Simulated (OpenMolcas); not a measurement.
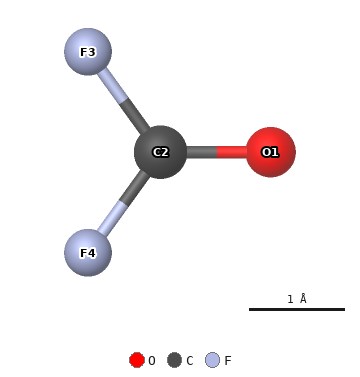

*The input geometry (ball-and-stick view, seen on its broad side; atoms are numbered from 1 in the order of the input).*

Bond lengths as drawn: C–F 1.31 Å and C–O 1.17 Å.

# Run report: CF2O, single-point calculation (part 1 of 2)

The run: single-point calculation of CF2O, SMILES O=C(F)F. Method and program: CASSCF/STO-3G (OpenMolcas 26.06).

The geometry comes from this level: PBE0-D4/def2-TZVP.

Output
```
--- Start Module: gateway ---

                                              &GATEWAY

                       available to each process: 1.9 GB of memory, 1 thread

++    Symmetry information:
      ---------------------

                    Character Table for C1

                             E
                    a        1  x, y, xy, Rz, z, xz, Ry, yz, Rx, I
--

++    Basis set information:
      ----------------------

      Basis set label: O.STO-3G.........

      Electronic valence basis set:
      ------------------
      Associated Effective Charge   8.000000 au
      Associated Actual Charge      8.000000 au
      Nuclear Model: Point charge

      Shell  nPrim  nBasis  Cartesian Spherical Contaminant
         s       6       2        X
         p       3       1        X

      Basis set label: C.STO-3G.........

      Electronic valence basis set:
      ------------------
      Associated Effective Charge   6.000000 au
      Associated Actual Charge      6.000000 au
      Nuclear Model: Point charge

      Shell  nPrim  nBasis  Cartesian Spherical Contaminant
         s       6       2        X
         p       3       1        X

      Basis set label: F.STO-3G.........

      Electronic valence basis set:
      ------------------
      Associated Effective Charge   9.000000 au
      Associated Actual Charge      9.000000 au
      Nuclear Model: Point charge

      Shell  nPrim  nBasis  Cartesian Spherical Contaminant
         s       6       2        X
         p       3       1        X
--

++    Molecular structure info:
      -------------------------

                    ************************************************
                    **** Cartesian Coordinates / bohr, angstrom ****
                    ************************************************

     Center  Label                x              y              z                     x              y              z
        1      O1              -2.348287      -0.297443       0.290848             -1.242660      -0.157400       0.153910
        2      C2              -0.173534      -0.021978       0.021486             -0.091830      -0.011630       0.011370
        3      F3               1.597745      -1.562180       0.802510              0.845490      -0.826670       0.424670
        4      F4               0.924057       1.881600      -1.114863              0.488990       0.995700      -0.589960

                    ***************************************
                    *    InterNuclear Distances / bohr    *
                    ***************************************

               1 O1            2 C2            3 F3            4 F4
    1 O1       0.000000
    2 C2       2.208617        0.000000
    3 F3       4.175227        2.473792        0.000000
    4 F4       4.175223        2.473783        3.998724        0.000000

                    *******************************************
                    *    InterNuclear Distances / angstrom    *
                    *******************************************

               1 O1            2 C2            3 F3            4 F4
    1 O1       0.000000
    2 C2       1.168750        0.000000
    3 F3       2.209435        1.309074        0.000000
    4 F4       2.209433        1.309070        2.116034        0.000000

                    **************************************
                    *    Valence Bond Angles / degree    *
                    **************************************
                          Atom centers                 Phi
                      1 O1       2 C2       3 F3       126.08
                      1 O1       2 C2       4 F4       126.08
                      3 F3       2 C2       4 F4       107.84
--

            Nuclear Potential Energy            120.13642291 au

--- Stop Module: gateway /rc=_RC_ALL_IS_WELL_ ---

--- Start Module: seward ---

                                              &SEWARD

                       available to each process: 1.9 GB of memory, 1 thread

               SEWARD will generate:
                  Multipole Moment integrals up to order  2
                  Kinetic Energy integrals
                  Nuclear Attraction integrals (point charge)
                  One-Electron Hamiltonian integrals
                  Velocity integrals
                  Orbital angular momentum around (  0.1253   0.0159  -0.0155 )
                  Velocity quadrupole around (  0.1253   0.0159  -0.0155 )
                  Two-Electron Repulsion integrals

                   Integrals are discarded if absolute value <: 1.00E-14
                   Integral cutoff threshold is set to       <: 1.00E-16

            Nuclear Potential Energy            120.13642291 au

      Basis set specifications :
      Symmetry species         a
      Basis functions           20

--- Stop Module: seward /rc=_RC_ALL_IS_WELL_ ---

--- Start Module: rasscf ---

                                              &RASSCF

                       available to each process: 1.9 GB of memory, 1 thread

      Header of the ONEINT file:
      --------------------------

      OrdInt status: non-squared

      Cartesian coordinates in angstrom:
      -----------------------------------------------------
      No.  Label        X            Y            Z
      -----------------------------------------------------
       1   O1        -1.24266000  -0.15740000   0.15391000
       2   C2        -0.09183000  -0.01163000   0.01137000
       3   F3         0.84549000  -0.82667000   0.42467000
       4   F4         0.48899000   0.99570000  -0.58996000
      -----------------------------------------------------
      Nuclear repulsion energy =  120.13642291

++    Wave function specifications:
      -----------------------------

      Number of closed shell electrons          28
      Number of electrons in active shells       4
      Max number of holes in RAS1 space          0
      Max nr of electrons in RAS3 space          0
      Number of inactive orbitals               14
      Number of active orbitals                  4
      Number of secondary orbitals               2
      Spin quantum number                      0.0
      State symmetry                             1
--

++    Orbital specifications:
      -----------------------

      Symmetry species                           1
                                                 a
      Frozen orbitals                            0
      Inactive orbitals                         14
      Active orbitals                            4
      RAS1 orbitals                              0
      RAS2 orbitals                              4
      RAS3 orbitals                              0
      Secondary orbitals                         2
      Deleted orbitals                           0
      Number of basis functions                 20
--

++    CI expansion specifications:
      ----------------------------

      Number of CSFs                            20
      Number of spin combinations               21
      Number of determinants                    36
      Number of root(s) required                 1
      Root chosen for geometry opt.              1
      CI root used                               1

      highest root included in the CI            1
      max. size of the explicit Hamiltonian     20
--

++    Optimization specifications:
      ----------------------------

      RASSCF algorithm: Conventional
      Maximum number of macro iterations       200
      Maximum number of SX iterations          100
      Threshold for RASSCF energy            1.000E-08
      Threshold for max MO rotation          1.000E-01
      Threshold for max BLB element          1.000E-04
      Level shift parameter                  5.000E-01
      Make Quasi-Newton update
--

      The MO-coefficients are taken from the file:
      step2.RasOrb
      Title: RASSCF average (pseudo-natural) orbitals

      Total molecular charge    0.00

      ************************************************************************************************************************
      *                                            Wave function control section                                             *
      ************************************************************************************************************************

                                         RASSCF iterations: Energy and convergence statistics
                                         ----------------------------------------------------

          iter iter root      energy       change     param      element    value   shift minimum  type update hh:mm:ss
 Nr of preliminary CI iterations:   1
        1   1   10    1  -307.35049446    0.00E+00  -1.15E-01*  11  17 1  3.65E-02*  0.00   0.00    SX    NO    0:00:00
        2   1    8    1  -307.35380253   -3.31E-03*  2.03E-02    9  18 1  1.21E-02*  0.00   0.00    SX    NO    0:00:00
        3   1    8    1  -307.35406840   -2.66E-04*  1.77E-02   10  20 1 -3.67E-03*  0.00   0.00    SX    NO    0:00:00
        4   1    7    1  -307.35413060   -6.22E-05*  9.01E-03   11  17 1 -2.54E-03*  0.00   0.00    SX    NO    0:00:00
        5   1    7    1  -307.35414832   -1.77E-05*  1.02E-02   11  17 1 -1.05E-03*  0.00   2.16    LS   YES    0:00:00
        6   1    7    1  -307.35415477   -6.45E-06*  2.70E-03    9  18 1 -1.23E-03*  0.00   0.94    QN   YES    0:00:00
        7   1    6    1  -307.35415699   -2.21E-06* -1.35E-04   11  17 1 -1.59E-04*  0.00   0.92    QN   YES    0:00:00
        8   1    6    1  -307.35415701   -2.08E-08*  1.52E-04   13  20 1  1.33E-04*  0.00   0.87    QN   YES    0:00:00
        9   1    5    1  -307.35415702   -1.11E-08*  5.97E-05   10  20 1 -7.43E-05   0.00   0.81    QN   YES    0:00:00
       10   1    5    1  -307.35415702   -6.87E-09  -2.77E-05   10  20 1 -4.00E-05   0.00   1.37    QN   YES    0:00:00
      Convergence after 10 iterations
       11   1    5    1  -307.35415703   -2.01E-09  -2.77E-05    9  18 1  9.56E-06   0.00   1.37    QN   YES    0:00:00

      ************************************************************************************************************************
                                                      Wave function printout:
                       occupation of active orbitals, and spin coupling of open shells (u,d: Spin up or down)
      ************************************************************************************************************************

      Note: transformation to natural orbitals
      has been made, which may change the order of the CSFs.

      printout of CI-coefficients larger than  0.05 for root  1
      energy=    -307.354157
      conf/sym  1111     Coeff  Weight
             1  2200   0.97598 0.95253
            10  udud   0.06376 0.00407
            12  0220  -0.18565 0.03447
            15  uudd  -0.07855 0.00617

      Natural orbitals and occupation numbers for root  1
      sym 1:   1.918401   1.985452   0.082054   0.014093

      ************************************************************************************************************************
      *                                                    Final results                                                     *
      ************************************************************************************************************************

++    Final optimization conditions:
      ------------------------------

      Average CI energy                            -307.35415703
      RASSCF energy for state  1                   -307.35415703
      Super-CI energy                                -0.00000000
      RASSCF energy change                           -0.00000000
      Max change in MO coefficients              -2.440E-05
      Max non-diagonal density matrix element    -2.772E-05
      Maximum BLB matrix element                  9.563E-06
      (orbital pair   9,  18 in symmetry   1)
      Norm of electronic gradient            2.233E-05
--

      Final state energy(ies):
      ------------------------

::    RASSCF root number  1 Total energy:   -307.35415703

++    Molecular orbitals:
      -------------------

      Pseudonatural active orbitals and approximate occupation numbers

      Molecular orbitals for symmetry species 1: a

      Orbital                 1         2         3         4         5         6         7         8         9        10
      Energy           -26.0052  -26.0050  -20.3711  -11.2858   -1.6258   -1.5387   -1.4071   -0.7864   -0.6642   -0.6598
      Occ. No.           2.0000    2.0000    2.0000    2.0000    2.0000    2.0000    2.0000    2.0000    2.0000    2.0000
```
